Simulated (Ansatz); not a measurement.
C₅H₁₀OSi: several calculations on one system

**1. Relaxation**

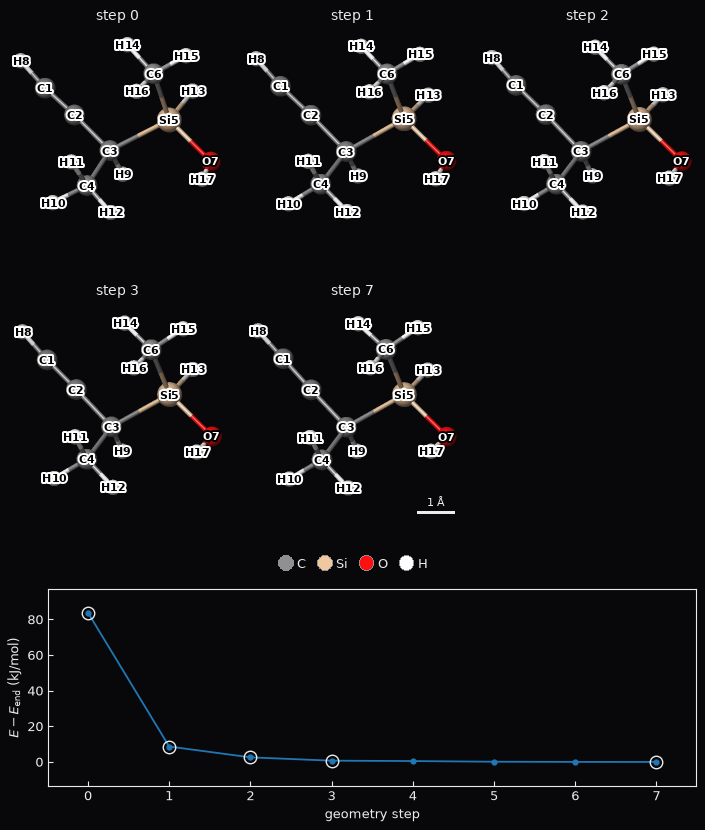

Frames of a relaxation of C5H10OSi, marked on the history of the run. Style: ball-and-stick. Shown at a tilt.

The run prepares an end point of a later path (torsion) calculation, from a guessed geometry.

These are results of RKS PBE0-D4/STO-3G in Ansatz 0.2.0, not measurements. Settings: no spin polarisation; force threshold 0.015 eV/Å; at most 40 steps.

**Describe the path.**

H17 moves most after the best rigid fit: 0.19 Å. By element the largest moves are H 0.19 Å, C 0.15 Å, O 0.05 Å, Si 0.02 Å. Some distances before and after: Si5–H13 1.522 → 1.443 Å, O7–H17 0.946 → 1.016 Å, C4–H12 1.040 → 1.099 Å, C3–H9 1.052 → 1.103 Å. Bond angles that change, for instance: Si5–O7–H17 117.2° → 104.1°, H10–C4–H11 102.2° → 108.0°, C2–C1–H8 174.2° → 179.6°. Over 7 geometry steps the energy falls by 83.8 kJ/mol. The largest force component goes from 7.2 to 0.015 eV/Å. Cost: 43 s on 1 thread of Arm Neoverse V1, on a shared host, peak memory 0.14 GiB. From step 0 to 1: H13 moves most (0.12 Å), energy −75.2 kJ/mol. From step 1 to 2: H17 moves most (0.05 Å), energy −6.07 kJ/mol. From step 2 to 3: H17 moves most (0.07 Å), energy −1.87 kJ/mol. From step 3 to 7: H15 moves most (0.05 Å), energy −0.71 kJ/mol.

```tsv
step	E − E(0), kJ/mol	largest force component, eV/Å
0	0.00	7.1810
1	-75.17	2.2832
2	-81.24	0.7227
3	-83.12	0.3950
4	-83.33	0.3262
5	-83.70	0.0816
6	-83.80	0.0890
7	-83.83	0.0146
```

Limits of the set-up: STO-3G is a minimal basis, so the numbers are rough.

**2. Relaxation**

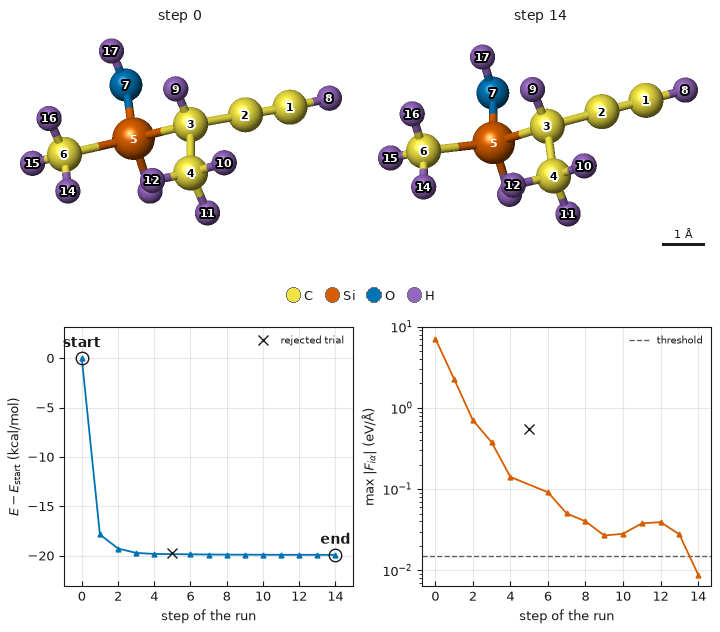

First and last geometry of a relaxation of C$_{5}$H$_{10}$OSi, with the history of the run. Style: ball-and-stick. Shown from a free direction.

The run prepares an end point of a later path (torsion) calculation, from a guessed geometry.

Level of theory: RKS PBE0-D4/STO-3G (Ansatz 0.2.0). (no spin polarisation; force threshold 0.015 eV/Å; at most 40 steps)

Question: Did the run converge, and what did it change?

Answer: It converged. The largest move after the best rigid fit is that of an H atom, 0.30 Å. By element the largest moves are H 0.30 Å, O 0.27 Å, C 0.21 Å, Si 0.10 Å. Near-neighbour distances that change, for instance: H–Si 1.522 → 1.444 Å, H–O 0.946 → 1.016 Å, C–H 1.040 → 1.098 Å, C–C 1.152 → 1.200 Å. Bond angles that change, for instance: Si–O–H 117.2° → 104.2°, H–C–H 102.2° → 108.1°, C–C–H 174.2° → 179.8°. Over 13 accepted moves (14 points after the start) the energy falls by 19.9 kcal/mol. The largest force component goes from 7.2 to 0.0089 eV/Å. The line search rejected the trial step at point 5 of the run.

```tsv
step	E − E(0), kcal/mol	largest force component, eV/Å	note
0	0.00	7.1657	
1	-17.85	2.2794	
2	-19.28	0.7062	
3	-19.72	0.3776	
4	-19.83	0.1414	
5	-19.74	0.5446	rejected
6	-19.86	0.0915	
7	-19.88	0.0501	
8	-19.89	0.0401	
9	-19.90	0.0269	
10	-19.91	0.0282	
11	-19.91	0.0379	
12	-19.91	0.0392	
13	-19.92	0.0277	
14	-19.92	0.0089
```

Limits of the set-up: STO-3G is a minimal basis, so the numbers are rough.

**3. Path**

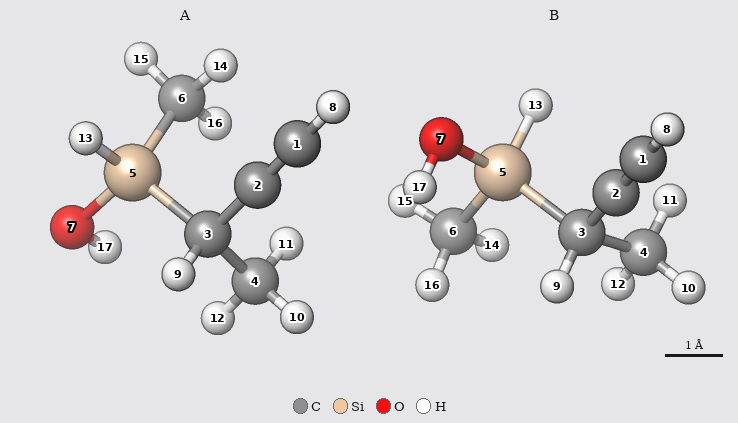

The two relaxed end points of a path for C$_{5}$H$_{10}$OSi. A ball-and-stick model, seen from a free direction.

These are results of Ansatz, RKS PBE0-D4/STO-3G, not measurements.

Set-up: 5 movable images; climbing image; force threshold 0.05 eV/Å; iteration limit 60.

Start:
```xyz
17

C    -2.7427   -0.6715   -0.5924
C    -1.5484   -0.6968   -0.7082
C    -0.0717   -0.6925   -0.8238
C     0.5669   -1.7478    0.1236
Si    0.5786    1.0683   -0.4945
C     0.0136    1.6022    1.2061
O     2.2765    1.1301   -0.6677
H    -3.8144   -0.6524   -0.4949
H     0.1911   -0.9636   -1.8607
H     0.1978   -2.7552   -0.1084
H     0.3262   -1.5323    1.1728
H     1.6598   -1.7512    0.0102
H     0.0588    1.9481   -1.5140
H    -1.0754    1.5283    1.2817
H     0.2962    2.6387    1.4111
H     0.4434    0.9761    1.9934
H     2.6245    0.5712    0.1056
```

End:
```xyz
17

C    -2.1047   -1.0509   -2.1442
C    -1.2018   -0.9114   -1.3662
C    -0.1011   -0.7133   -0.3938
C    -0.2735   -1.6455    0.8397
Si   -0.0073    1.1146    0.1323
C     1.5399    1.3369    1.1642
O    -0.0442    2.1659   -1.2113
H    -2.9123   -1.1757   -2.8449
H     0.8459   -0.9854   -0.8916
H    -0.3138   -2.6979    0.5296
H    -1.2013   -1.4131    1.3785
H     0.5695   -1.5235    1.5326
H    -1.1802    1.4396    0.9088
H     1.4753    0.7560    2.0890
H     1.6790    2.3858    1.4420
H     2.4374    1.0111    0.6299
H     0.7743    1.9064   -1.7544
```

### Predict the minimum-energy path and its barrier.

The energy climbs by 0.092 eV to image 3 and then falls by 0.062 eV, so the end point sits at +0.030 eV. The motion is a rotation about the C3–Si5 bond by about 130°, with a turn of about 35° about C1–C2. No bond forms or breaks between the ends. The band converged in 8 iterations, with a climbing image at the top. At the top, the vibrational analysis gives one imaginary mode (42i cm⁻¹), as a transition state must have.

Energies of the converged images:

```
image  path (Å)  E (eV)
    0      0.00   0.000
    1      1.44   0.023
    2      2.89   0.067
    3      4.33   0.092
    4      5.69   0.075
    5      7.04   0.043
    6      8.39   0.030
```

The geometry at the top of the path:

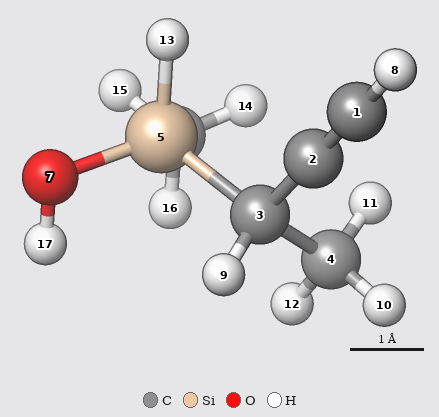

Limits of the set-up: STO-3G is a minimal basis, so the numbers are rough.
